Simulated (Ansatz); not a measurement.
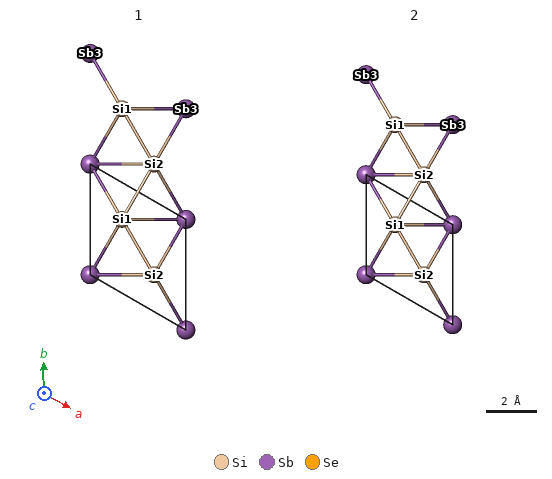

Two geometries of crystalline Si₂Sb₂Se (a generated structure, set up in P6/mmm) (coarse preliminary run), drawn at one scale. One is the start of a relaxation, the other its converged end. The picture is a ball-and-stick view of the cell of the calculation, repeated 1 × 2 × 1 with one cell outlined, seen along the c axis.

Theory: DFT PBE, scalar-relativistic, plane waves, PAW (Ansatz 0.2.0). (plane-wave cutoff 420 eV; k-point mesh 6 × 6 × 2; occupations gaussian; smearing width 0.1 eV; no spin polarisation; cell and atoms relaxed; force threshold 0.04 eV/Å; at most 70 steps)

Question: Which geometry has the lower energy?

Answer: Structure 1 is the relaxed one. After 9 accepted moves (12 points after the start) the energy has fallen by 720 meV per atom. Largest force component: 5.3 eV/Å at the start, 0.019 eV/Å at the end. The pressure goes from 15.02 to 0.04 GPa. The line search rejected the trial steps at points 7, 10 of the run. At 1 point the geometry stayed and the basis and grid were re-selected for the new cell (energy shift of 1.3 meV per atom at most each time). The largest moves relative to the cell, 0.41 Å, are those of Sb atoms. Si and Se stay in place. Cell: a = b 4.027 → 4.454 Å (+10.6 %), c 9.530 → 8.413 Å (−11.7 %). Volume +8.0 %. Among the contacts that change: Sb–Se 3.403 → 2.592 Å, Sb–Sb 2.724 → 3.229 Å, Sb–Si 2.695 → 3.036 Å, Si–Si 2.325 → 2.572 Å. Bond angles that change, for instance: Si–Sb–Si 119.3° → 115.8°, Si–Sb–Si 96.7° → 94.4°. The space group stays P6/mmm (No. 191).
